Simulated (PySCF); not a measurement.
CH5F, SMILES `F.C`.

Computed with PySCF, B3LYP/cc-pVDZ, geometry: GFN2-xTB.

The calculation's input:

```python
import numpy as np
from pyscf import gto, scf, dft
from pyscf.scf import atom_ks, atom_hf
from scipy.linalg import block_diag
from pyscf.dispersion import dftd3

def solve(mol, dm0=None, hcore=None):
    mf = (dft.UKS if mol.spin else dft.RKS)(mol, xc='b3lyp')
    mf.grids.level = 3
    mf = mf.density_fit(auxbasis='def2-universal-jkfit')
    mf.conv_tol, mf.max_cycle = 1e-8, 80
    if hcore is not None:
        mf.get_hcore = lambda *args: hcore
    mf.kernel(dm0)
    if not mf.converged:
        mf = mf.newton().run(mf.mo_coeff, mf.mo_occ, max_cycle=30)
    assert mf.converged, 'SCF not converged'
    return mf

mol = gto.M(atom='''
F     -1.59172     0.00063    -0.00009
H     -0.65387    -0.00693    -0.00140
C      1.49094    -0.00007     0.00076
H      1.15343    -0.27353    -0.99334
H      2.57410     0.00209    -0.00415
H      1.15287    -0.72424     0.73433
H      1.15333     0.99733     0.26083
''', basis='cc-pvdz', charge=0, spin=0, verbose=4)
mol_a = gto.M(atom='''
F     -1.59172     0.00063    -0.00009
H     -0.65387    -0.00693    -0.00140
ghost-C      1.49094    -0.00007     0.00076
ghost-H      1.15343    -0.27353    -0.99334
ghost-H      2.57410     0.00209    -0.00415
ghost-H      1.15287    -0.72424     0.73433
ghost-H      1.15333     0.99733     0.26083
''', basis='cc-pvdz', charge=0, spin=0, verbose=4)
mol_b = gto.M(atom='''
ghost-F     -1.59172     0.00063    -0.00009
ghost-H     -0.65387    -0.00693    -0.00140
C      1.49094    -0.00007     0.00076
H      1.15343    -0.27353    -0.99334
H      2.57410     0.00209    -0.00415
H      1.15287    -0.72424     0.73433
H      1.15333     0.99733     0.26083
''', basis='cc-pvdz', charge=0, spin=0, verbose=4)
ab, a, b = solve(mol), solve(mol_a), solve(mol_b)
e_int = ab.e_tot - a.e_tot - b.e_tot
print('counterpoise-corrected interaction energy / kcal/mol', e_int * 627.5095)
def disp(atoms, charge):
    m = gto.M(atom=atoms, charge=charge, basis='sto-3g', spin=None, unit='Bohr', verbose=0)
    return dftd3.DFTD3Dispersion(m, xc='b3lyp', version='d3bj').get_dispersion()['energy']
e_disp = disp(mol._atom, mol.charge) - disp(mol._atom[:2], mol_a.charge) - disp(mol._atom[2:], mol_b.charge)
print('D3(BJ) part / kcal/mol', e_disp * 627.5095)
# spherically averaged free atoms, for the promolecule
atm = atom_ks.get_atm_nrks(mol, xc='b3lyp')
pro = block_diag(*[(atm[a[0]][2] * atm[a[0]][3]) @ atm[a[0]][2].T for a in mol._atom])
np.savez('result.npz', e_int=e_int, e_disp=e_disp, dm_a=a.make_rdm1(), dm_b=b.make_rdm1(), c=ab.mo_coeff, occ=ab.mo_occ, eps=ab.mo_energy, pro=pro, d=[f.dip_moment(verbose=0) for f in (ab, a, b)])
```

Launched as:

```sh
OMP_NUM_THREADS=1 python input.py
```

The run took 5.1 s on 1 thread of Intel(R) Xeon(R) 6975P-C (Granite Rapids), on a shared host, peak memory 0.26 GiB.

Partitions, critical points and surface values were worked out afterwards from this run's density.

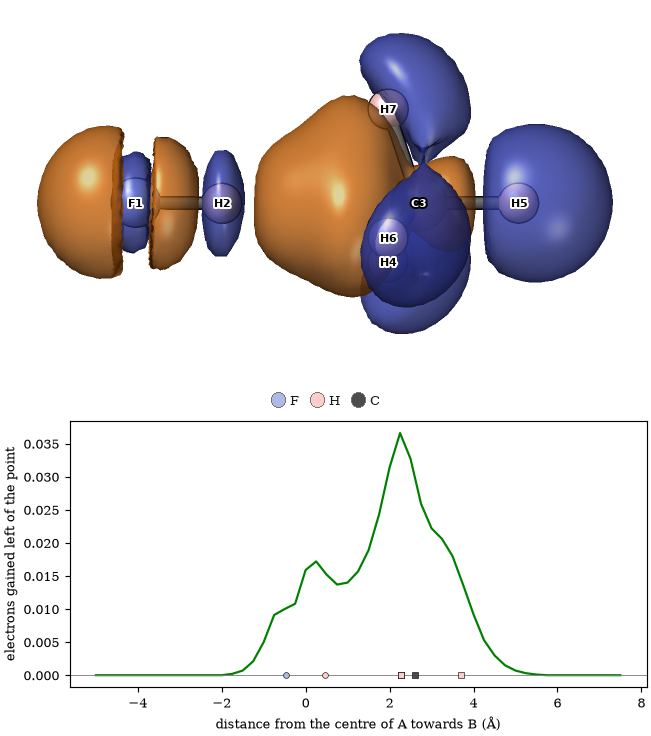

Density of the complex less the densities of the two fragments at the same geometry, ±0.002 e/Å³ (orange: gain, blue: loss). Fragment A: HF (atoms 1–2); fragment B: H4C. Below: the charge-displacement curve along the line of centres (A on the left).

### Which way does charge flow?

Hirshfeld charges show 0.017 e passing from B to A. By Hirshfeld charges, electrons gather most on F1 (−0.016 e) and leave H5 most (+0.015 e); 0.05 e is displaced in all, which induces a dipole of 0.47 D.

### What is the interaction energy, and which contacts carry it?

The counterpoise-corrected interaction energy of the frozen fragments is −0.4 kcal/mol without dispersion correction and −1.2 kcal/mol with D3(BJ). The pair geometry is semi-empirical, not a minimum at this level. Contacts: H2···C3, F–H···C contact, 2.15 Å, ρ = 0.015 a.u. The pose is a local one from a semi-empirical search, not shown to be the most stable.
